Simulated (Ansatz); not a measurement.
# BGeH5SSe: the cost of one run

Program: Ansatz 0.2.0. Level of theory: RHF/def2-SVP. These are calculated values, not measurements.

### Step 1. The system as given

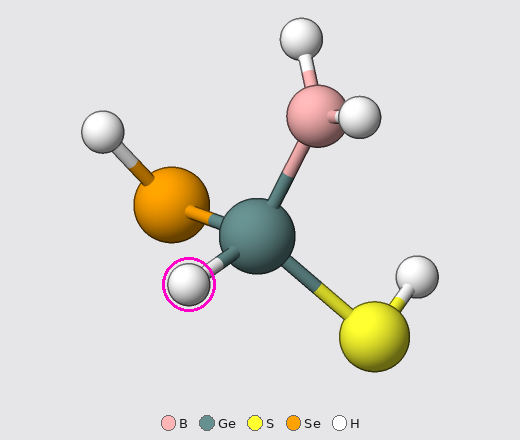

The starting structure, seen from a chosen angle (boron pink, germanium teal, sulfur yellow, selenium orange, hydrogen white). Ringed: H7.

As a file:

```xyz
9

B    -0.7055   -0.6416   -1.1561
Ge    0.4480    0.4883    0.0284
S     2.3409   -0.5824    0.3000
Se   -0.5188    0.8089    2.1142
H    -1.7998   -0.9746   -0.7867
H    -0.4085   -0.8508   -2.2657
H     0.7471    1.8730   -0.6201
H     1.7653   -1.6715    0.8917
H    -1.7802    1.5043    1.4772
```

### Step 2. End point A

Contents of input.yaml:

```yaml
crystal:
  periodic: [false, false, false]
  atoms:
    - { symbol: B, position_ang: [-0.7055, -0.6416, -1.1561] }
    - { symbol: Ge, position_ang: [0.448, 0.4883, 0.0284] }
    - { symbol: S, position_ang: [2.3409, -0.5824, 0.3] }
    - { symbol: Se, position_ang: [-0.5188, 0.8089, 2.1142] }
    - { symbol: H, position_ang: [-1.7998, -0.9746, -0.7867] }
    - { symbol: H, position_ang: [-0.4085, -0.8508, -2.2657] }
    - { symbol: H, position_ang: [0.7471, 1.873, -0.6201] }
    - { symbol: H, position_ang: [1.7653, -1.6715, 0.8917] }
    - { symbol: H, position_ang: [-1.7802, 1.5043, 1.4772] }
basis:
  gaussian: { orbitals: def2-SVP }
hamiltonian:
  xc: hf
relax:
  f_tol: 0.02
  max_steps: 50
output:
  orbitals: {}
```

Command:

```
$ ansatz run input.yaml --threads 2 --pin off --max-ram 3072MiB --backend cpu --events-out ev --progress --plain --runs-dir out
```

What time and memory should one allow on 2 threads of Intel Xeon Platinum 8559C (Emerald Rapids), shared host?

About 73 s, with a peak of 0.33 GiB.
